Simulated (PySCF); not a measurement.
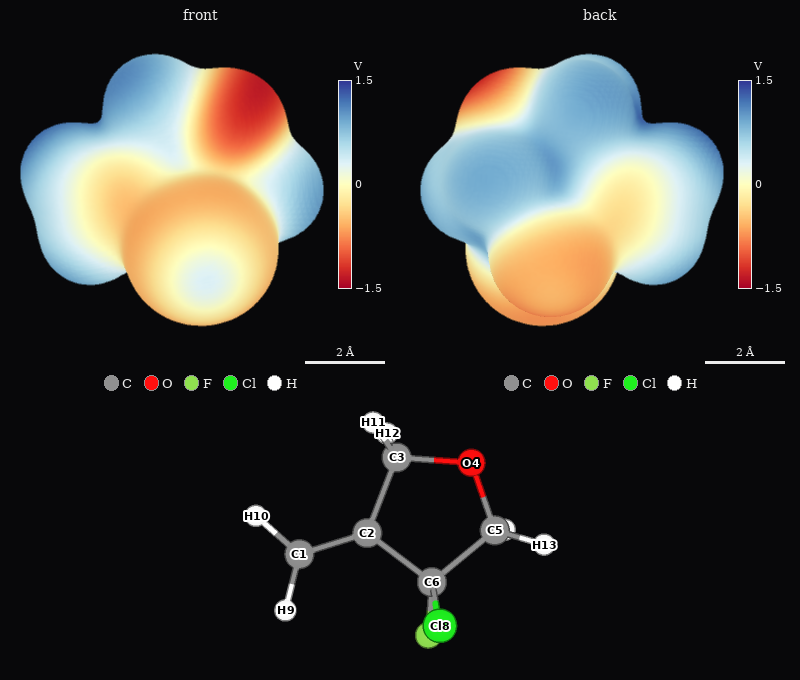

Figure 1: C$_{5}$H$_{6}$ClFO. The electrostatic potential painted on the density surface at 0.002 e/bohr³, seen from the front and from behind; red is negative and blue positive. The bare structure is drawn below in the same view.

Geometry: GFN2-xTB.

The calculation used PBE0/pcSseg-1, SCF density, gas phase, non-relativistic in PySCF.

Input file:

```
{"job": {"kind": "nmr", "xc": "PBE0", "basis": "pcSseg-1"}, "charge": 0, "multiplicity": 1}
C      1.984877    -0.179330    -0.324682
C      0.695023     0.049200    -0.163826
C     -0.031734     1.367251    -0.188088
O     -1.414665     1.064404    -0.200546
C     -1.591997    -0.164653     0.452964
C     -0.351964    -0.997241     0.109153
F     -0.010837    -1.840741     1.125501
Cl    -0.611399    -2.016797    -1.342381
H      2.386198    -1.175954    -0.270545
H      2.676338     0.622960    -0.511853
H      0.190535     1.962516    -1.075206
H      0.223848     1.953567     0.708262
H     -2.527474    -0.606052     0.111609
H     -1.617428    -0.039604     1.547472
```

Run with:

```sh
OMP_NUM_THREADS=1 python probes_run.py task.json out
```

> Which sites attract a positive test charge, and which a negative one?

A positive charge is drawn to the negative regions and a negative charge to the positive ones. The most negative region (about −1.3 V, or −30 kcal/mol for a unit charge) lies over O4, the most positive (about +1.2 V, or +28 kcal/mol for a unit charge) over C3 and H10. Cl8 shows a σ-hole: about +0.3 V, or +7 kcal/mol for a unit charge at the tip opposite its bond, against about −0.5 V, or −12 kcal/mol for a unit charge on its flanks. O4 is the likeliest acceptor of a hydrogen bond.
